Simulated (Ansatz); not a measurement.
# One shape, several levels: BH2Cl (SMILES BCl)

Aim: a comparison of 5 runs (HF/STO-3G, BLYP/STO-3G, PBE/STO-3G, CCSDT(Q)/STO-3G, UCCSD(T)/STO-3G) of BH2Cl. 

The calculation is run with Ansatz 0.2.0.

56 further runs of the same task are left out: 2 that didn't finish, 54 set aside as unsound or not needed.

### Step 1. The molecule

The species is BH2Cl (4 atoms), meant as a singlet with charge 0. As SMILES, `BCl`. The Cl2–B1 distance was set to 4.333 Å, away from the relaxed value. At this shape a bond of the SMILES string is far longer than usual.

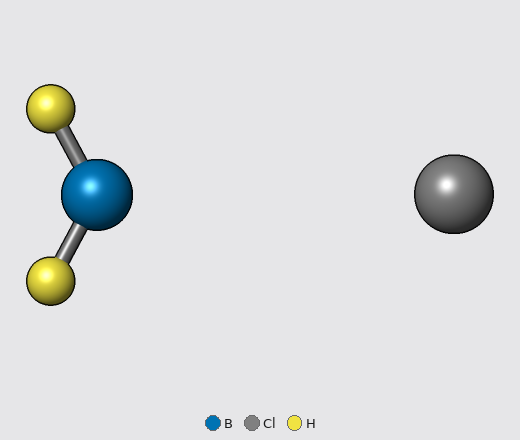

The structure, seen from a chosen angle (boron blue, chlorine grey, hydrogen yellow).

### Step 2. The energy at HF/STO-3G (run 1)

in.yaml reads:

```yaml
crystal:
  periodic: [false, false, false]
  atoms:
    - {symbol: B, position_ang: [-2.339231, 0.647195, -1.270040]}
    - {symbol: Cl, position_ang: [1.365000, -0.395300, 0.721200]}
    - {symbol: H, position_ang: [-3.328731, 0.065995, -0.954340]}
    - {symbol: H, position_ang: [-2.309131, 1.498295, -2.101340]}
basis:
  gaussian: {orbitals: STO-3G}
hamiltonian: {xc: hf}
accuracy: high
```

On the command line:

```
$ ansatz run in.yaml --threads 1 --pin off --max-ram 2610MiB --events-out events.jsonl --progress --plain --runs-dir runs
```

The log of the run:

```text
Warning: RAYON_NUM_THREADS=1 ignored (pool sized by the plan → 1); use --threads N
Functional definition: HF
  name "HF"
  exchange = exact_x
  correlation = 0
231 factors; integrals over basis functions are off by at most 7.8e-9 eV
mean field evaluation 1: about -13053.3425 eV, gradient 1.4e1 eV
mean field evaluation 2: about -13053.3345 eV, gradient 1.4e1 eV
mean field evaluation 4: about -13053.9105 eV, gradient 1.1e1 eV
mean field evaluation 8: about -12941.2473 eV, gradient 5.0e1 eV
mean field evaluation 16: about -13055.7130 eV, gradient 2.9e-4 eV
mean field evaluation 32: about -13040.7196 eV, gradient 1.8e1 eV
mean field evaluation 64: about -13053.9214 eV, gradient 1.1e1 eV
mean field -13055.71298710 eV, -479.7886027958 hartree, gradient 5.9e-8 eV, S^2 0.000000; 1 other end points of the search recorded, 0 dependent functions left out
reference -13055.71298710 eV, -479.7886027958 hartree; 12, 12 occupied and 4, 4 virtual orbitals, 231 factors
Total energy: -13055.71298710 eV, -479.7886027958 hartree
```

Wall time 0.1 s (1 thread of Arm Neoverse V1, shared host).

### Step 3. A single-point energy at BLYP/STO-3G (run 2)

Changes to in.yaml since step 2:

```diff
@@ -8,4 +8,6 @@
 basis:
-  gaussian: {orbitals: STO-3G}
-hamiltonian: {xc: hf}
+  gaussian:
+    orbitals: STO-3G
+hamiltonian:
+  xc: {name: BLYP}
 accuracy: high
```

On the command line:

```
$ ansatz run in.yaml --threads 1 --pin off --max-ram 2610MiB --events-out events.jsonl --progress --plain --runs-dir runs
```

The log of the run:

```text
Warning: RAYON_NUM_THREADS=1 ignored (pool sized by the plan → 1); use --threads N
Functional definition: BLYP
  name "BLYP"
  parameter beta = 0.0042
  parameter a = 0.04918
  parameter b = 0.132
  parameter c = 0.2533
  parameter d = 0.349
  exchange = b88_x(beta = beta)
  correlation = lyp_c(a = a, b = b, c = c, d = d)
231 factors; integrals over basis functions are off by at most 7.8e-9 eV
mean field evaluation 1: about -13072.2362 eV, gradient 1.6e1 eV
mean field evaluation 2: about -12768.4627 eV, gradient 5.2e1 eV
mean field evaluation 4: about -12962.1965 eV, gradient 4.6e1 eV
mean field evaluation 8: about -13072.8860 eV, gradient 7.9e0 eV
mean field evaluation 16: about -13078.3607 eV, gradient 1.5e-4 eV
mean field evaluation 32: about -13078.3531 eV, gradient 1.6e-1 eV
mean field -13078.36068816 eV, -480.6208904585 hartree, gradient 5.1e-8 eV, S^2 0.000000; 6 other end points of the search recorded, 0 dependent functions left out
reference -13078.36072857 eV, -480.6208919438 hartree; 12, 12 occupied and 4, 4 virtual orbitals, 231 factors
Total energy: -13078.36072857 eV, -480.6208919438 hartree
```

It took 0.99 s on 1 thread of Arm Neoverse V1, shared host.

Run 3 isn't shown in full; the table further down has it.

### Step 4. The energy at CCSDT(Q)/STO-3G (run 4)

job.yaml reads:

```yaml
crystal:
  periodic: [false, false, false]
  atoms:
    - symbol: B
      position_ang: [-2.339231, 0.647195, -1.270040]
    - symbol: Cl
      position_ang: [1.365000, -0.395300, 0.721200]
    - symbol: H
      position_ang: [-3.328731, 0.065995, -0.954340]
    - symbol: H
      position_ang: [-2.309131, 1.498295, -2.101340]
basis:
  gaussian:
    orbitals: STO-3G
correlation:
  method: ccsdt_q
  frozen_orbitals: {B: 1, Cl: 5, H: 0}
accuracy: high
scf:
  omitted_lower_state_checks: [cluster_reference, increment]
```

On the command line:

```
$ ansatz run job.yaml --threads 1 --pin off --max-ram 2610MiB --events-out events.jsonl --progress --plain --runs-dir runs
```

The log of the run:

```text
Warning: RAYON_NUM_THREADS=1 ignored (pool sized by the plan → 1); use --threads N
[... 13 lines left out ...]
6 core orbitals not correlated: weight in the atoms' cores, before any rotation towards them, 1.000 or more for the frozen orbitals, at most 0.000 for the correlated occupied ones
[... 124 lines left out ...]
WARN: these amplitudes may be one of several solutions (largest doubles amplitude 1.29, level shift 9.31 eV)
Total energy: -13061.14729036 eV, -479.9883097571 hartree
Checks for a lower state left out: cluster_reference, increment
```

Wall time 0.42 s (1 thread of Arm Neoverse V1, shared host).

### Step 5. A single-point energy at UCCSD(T)/STO-3G (run 5)

input.yaml reads:

```yaml
basis:
  gaussian:
    orbitals: STO-3G
crystal:
  periodic: [false, false, false]
  atoms:
    - {symbol: B, position_ang: [-2.339231, 0.647195, -1.270040]}
    - {symbol: Cl, position_ang: [1.365000, -0.395300, 0.721200]}
    - {symbol: H, position_ang: [-3.328731, 0.065995, -0.954340]}
    - {symbol: H, position_ang: [-2.309131, 1.498295, -2.101340]}
magnetization:
  spin_polarized: true
  initial_magnetization: 0
correlation:
  method: ccsd_t
  frozen_orbitals: {B: 1, Cl: 5, H: 0}
accuracy: high
scf:
  omitted_lower_state_checks: [cluster_reference, increment]
```

On the command line:

```
$ ansatz run input.yaml --threads 1 --pin off --max-ram 2610MiB --events-out events.jsonl --progress --plain --runs-dir runs
```

The log of the run:

```text
Warning: RAYON_NUM_THREADS=1 ignored (pool sized by the plan → 1); use --threads N
[... 17 lines left out ...]
6 core orbitals not correlated: weight in the atoms' cores, before any rotation towards them, 1.000 or more for the frozen orbitals, at most 0.000 for the correlated occupied ones
[... 63 lines left out ...]
Total energy: -13061.16613327 eV, -479.9890022214 hartree
Checks for a lower state left out: cluster_reference, increment
```

Run time: 0.46 s. Hardware: 1 thread of Arm Neoverse V1, shared host.

### Step 6. The series

```
run            level  frozen core orbitals  energy (Eh)  wall time
  1        HF/STO-3G                     –  -479.788603      0.1 s
  2      BLYP/STO-3G                     –  -480.620892     0.99 s
  3       PBE/STO-3G                     –  -480.429966      1.1 s
  4  CCSDT(Q)/STO-3G                     6  -479.988310     0.42 s
  5  UCCSD(T)/STO-3G                     6  -479.989002     0.46 s
```

### Step 7. Summary of results

```
                                          quantity          value
                               run 5: total energy  -479.98900 Eh
run 5: correlation energy (6 core orbitals frozen)      -37.4 mEh
                             run 5: (T) correction      -0.22 mEh
          run 5: ⟨S²⟩ of the reference determinant          1.001
                              run 5: T1 diagnostic          0.003
```

Below the HF energy at the same shape and in the same basis (STO-3G): CCSDT(Q) -199.7 mEh; UCCSD(T) -200.4 mEh. Some of these start from another determinant than that one, so these aren't their correlation energies. Totals of different functionals can't be ranked against each other. In run 4 the log says that unrestricted orbitals would lower the reference, so the values rest on an unstable closed-shell determinant (other closed-shell runs at this shape may share the fault). In runs 1, 2, 3, 4, 5 the basis is minimal, so the values are rough. Spin contamination of the reference: run 5 ⟨S²⟩ = 1.00. Where it is this large, the reference is a mixture of spin states, and values that rest on it are in doubt. All runs together took 3.1 s, the longest 1.1 s.
